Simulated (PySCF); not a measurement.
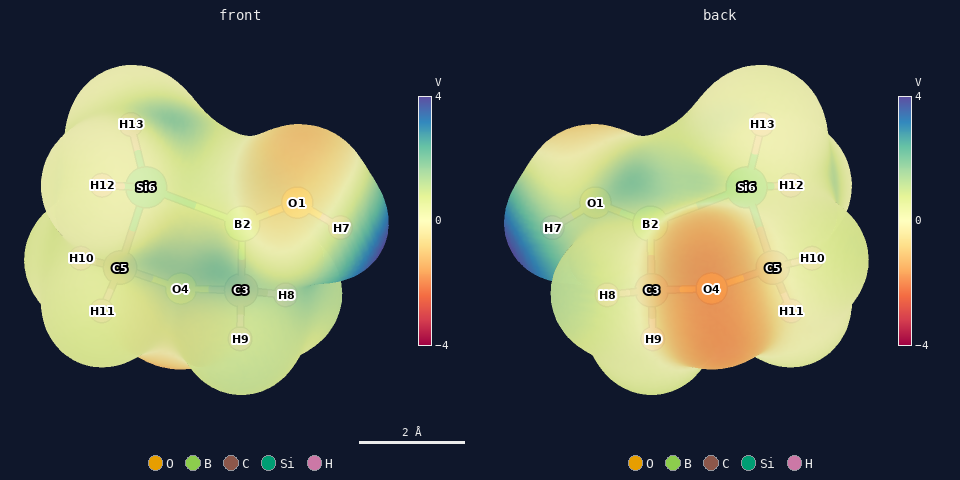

The picture shows: C2H7BO2Si (SMILES OB1COC[SiH2]1). The molecular electrostatic potential painted on the density surface at 0.004 e/bohr³, seen from the front and from behind; red is negative and blue positive.

Geometry: GFN2-xTB.

The calculation used PySCF 2.14.0, CAM-B3LYP/def2-SVPD, SCF density, gas phase.

Input

```
{"job": {"kind": "uv", "xc": "CAM-B3LYP", "basis": "def2-SVPD", "nstates": 8, "ntriplets": 3}, "charge": 0, "multiplicity": 1}
O      2.396103     0.644071    -0.144847
B      1.114352     0.295564    -0.136079
C      0.566340    -1.205093     0.044894
O     -0.808969    -1.280715    -0.315682
C     -1.556196    -0.168912     0.165457
Si    -0.513292     1.402478    -0.242170
H      3.065346    -0.040048    -0.062166
H      1.068026    -1.965349    -0.563044
H      0.678796    -1.519450     1.101505
H     -2.524322    -0.231448    -0.328111
H     -1.724968    -0.280647     1.247188
H     -0.811518     2.433763     0.761518
H     -0.954087     1.916273    -1.546192
```

Run with:

```sh
OMP_NUM_THREADS=1 python probes_run.py task.json out
```

> Describe the electrostatic potential map.

The most negative region (about −1.9 V) lies over O4, the most positive (about +3.8 V) over H7. O4 is the likeliest acceptor of a hydrogen bond.

> How polar is the molecule by this calculation?

Its dipole moment is 2.25 D.
